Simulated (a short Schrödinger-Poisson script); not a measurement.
Structure: MOS inversion layer, SiO2 on p-type GaAs, at 300 K.

| layer | material | thickness (nm) | Na (cm⁻³) |
|---|---|---|---|
| 1 | SiO2 | 0.9 | - |
| 2 | GaAs | 340 | 2.1e18 |

Constants are typed, rounded textbook-type inputs, not results; the design itself was drawn at random and stands for no fabricated device. SiO2: permittivity 3.9, conduction-band edge (eV) 3.17, gap (eV) 9, electron mass (mₑ) 0.5. GaAs: permittivity 12.9, conduction-band edge (eV) 0, gap (eV) 1.424, Nv at 300 K (cm⁻³) 9e18.

Channel valleys (confinement mass, in-plane density-of-states mass, number): Γ 0.067, 0.067, 1. At the gate the conduction-band edge of layer 1 lies 3.67 eV − eVg above the Fermi level of the channel; the field vanishes at the back. Gaps are held at their typed values at every temperature. Mesh 0.03 nm at interfaces.

From a short Schrödinger-Poisson script (our own, NumPy): 1D Poisson equation in equilibrium, electrons quantum, Hartree (BenDaniel-Duke, 12 states a valley, the channel's in-plane mass for all, wave functions free to enter the dielectric), parabolic valleys, classical holes, full ionisation, no traps, pinning or gate leakage.

Only gate voltages with over 1e8 electrons/cm² are shown.

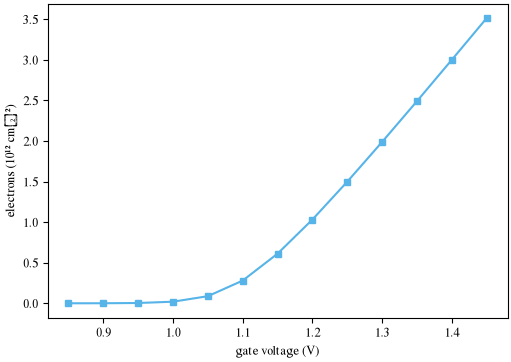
Figure: Sheet density against gate voltage

| Vg (V) | electrons (cm⁻²) | C (μF/cm²) | Γ E0 (meV) | Γ E1 (meV) |
|---|---|---|---|---|
| 0.85 | 1.45e8 | 0.334 | 220.2 | 497.2 |
| 0.9 | 7.54e8 | 0.332 | 177.5 | 458.1 |
| 0.95 | 3.92e9 | 0.343 | 134.8 | 419.0 |
| 1 | 1.98e10 | 0.408 | 92.6 | 380.2 |
| 1.05 | 8.79e10 | 0.649 | 52.9 | 344.0 |
| 1.1 | 2.80e11 | 1.06 | 19.4 | 314.0 |
| 1.15 | 6.12e11 | 1.38 | -7.4 | 290.9 |
| 1.2 | 1.03e12 | 1.56 | -29.8 | 272.2 |
| 1.25 | 1.50e12 | 1.65 | -50.1 | 255.6 |
| 1.3 | 1.99e12 | 1.70 | -69.4 | 240.1 |
| 1.35 | 2.49e12 | 1.73 | -88.2 | 224.9 |
| 1.4 | 3.00e12 | 1.74 | -106.8 | 209.9 |
| 1.45 | 3.51e12 | 1.75 | -125.4 | 195.0 |

Subbands count from the Fermi level.

Above a few 1e12 electrons/cm² a light Γ valley is non-parabolic and upper valleys begin to fill, which the model leaves out.
